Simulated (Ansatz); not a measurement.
ZrO2 (polar-ZrO2 type, space group Pca2_1)

```xyz
12
Lattice="5.3238 0.0000 0.0000 0.0000 5.0981 0.0000 0.0000 0.0000 5.1281" Properties=species:S:1:pos:R:3 pbc="T T T"
Zr     0.1630     1.3549     1.2814
Zr     5.1608     3.7431     3.8455
Zr     2.8249     3.7431     1.2814
Zr     2.4989     1.3549     3.8455
O      1.9405     0.3318     0.5367
O      3.3833     4.7663     3.1007
O      4.6024     4.7663     0.5367
O      0.7214     0.3318     3.1007
O      1.2034     2.7255     0.0075
O      4.1204     2.3725     2.5715
O      3.8653     2.3725     0.0075
O      1.4585     2.7255     2.5715
```

Equation-of-state scan: isotropic scaling of the cell above, V₀ being its volume. The atoms relax within the cell's symmetry.

The numbers are results of PBE (plane waves to 420 eV, PAW, scalar-relativistic; Ansatz, a quantum-chemistry and plane-wave program), not measurements. k mesh 5×5×5 (Γ-centred), Fermi-Dirac smearing 0.05 eV. E stands for the smeared free energy. The relaxing atoms change the space group within the scan (Pbcn at V/V₀ = 1.083), so nothing is fitted. ZrO2 is run without spin polarisation. ZrO2 was relaxed with its symmetry unable to fall. ΔE is measured from the relaxed starting cell.

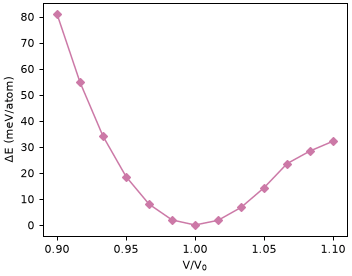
*ΔE (meV/atom) against V/V₀; markers are the computed points, lines only join them.*

Q: What is ΔE at V/V₀ = 1.100?

A: About 32 meV/atom.

Q: What is ΔE at V/V₀ = 0.900?

A: About 81 meV/atom.

(A scan under strain: stresses follow from slopes of the energy per volume, elastic moduli from its curvatures.)
